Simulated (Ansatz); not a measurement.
System: AlClH₃N···SiH₄.

The calculation's input:

```
crystal:
  periodic: [false, false, false]
  atoms:
    - { symbol: Al, position_ang: [-0.035087, -0.308116, -0.013762] }
    - { symbol: Cl, position_ang: [-0.223182, -0.971594, 2.070068] }
    - { symbol: H, position_ang: [1.383132, -0.027969, -0.636339] }
    - { symbol: "N", position_ang: [-1.536008, -0.233188, -0.950368] }
    - { symbol: H, position_ang: [-2.446214, -0.458278, -0.573962] }
    - { symbol: H, position_ang: [-1.594371, -0.025971, -1.937554] }
    - { symbol: Si, position_ang: [-0.360419, 2.95477, 1.256303] }
    - { symbol: H, position_ang: [-1.792374, 3.199234, 0.949844] }
    - { symbol: H, position_ang: [-0.00124, 3.512577, 2.58469] }
    - { symbol: H, position_ang: [0.496699, 3.544039, 0.194533] }
    - { symbol: H, position_ang: [-0.132236, 1.496297, 1.312446] }
basis:
  gaussian: { orbitals: "6-31G*" }
hamiltonian:
  xc: pbe0
  dispersion: d4
relax:
  f_tol: 0.03
  max_steps: 50
output:
  orbitals: {}
```

Run with:

```sh
ansatz run input.yaml --threads 2 --pin off --max-ram 3072MiB --backend cpu --events-out ev --progress --plain --runs-dir out
```

The fields are those of the run's last geometry, not of the input's.

All numbers below come from Ansatz 0.2.0, RKS PBE0-D4/6-31G*.

**What can the converged electron density and electron localisation function tell about the bonding?**

Al–N (1.78 Å): the density is about 0.81 e/Å³ at the midpoint; the ELF peaks at about 0.90 in the valence shell of N, 0.7 Å from its nucleus, and is about 0.65 at the midpoint.
Al–Cl (2.12 Å): ρ is about 0.7 e/Å³ halfway; the ELF peaks at about 0.90 in the valence shell of Cl, 0.9 Å from its nucleus, and is about 0.80 at the midpoint.
N–H (1.01 Å): ρ at the midpoint is about 2.8 e/Å³; the ELF climbs to about 1 towards the hydrogen, as it does in any bond to H; a covalent bond by its length.

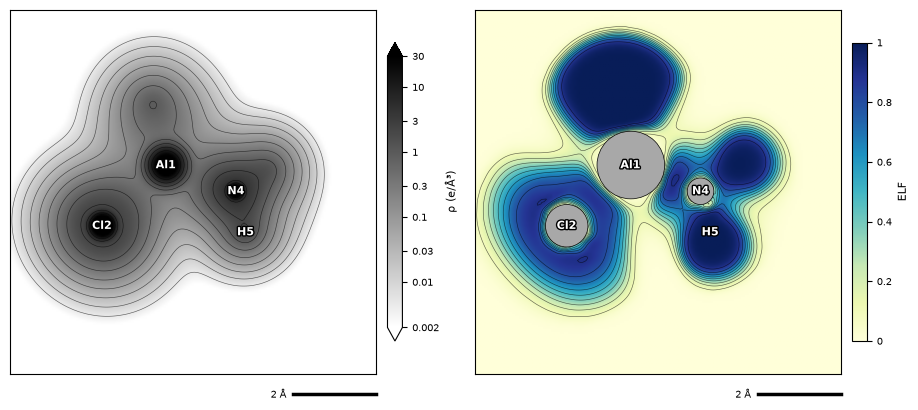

Computed electron density and electron localisation function on the plane of atoms Al1, N4 and H5, in this order. Grey discs cover the atomic cores in the ELF map. 
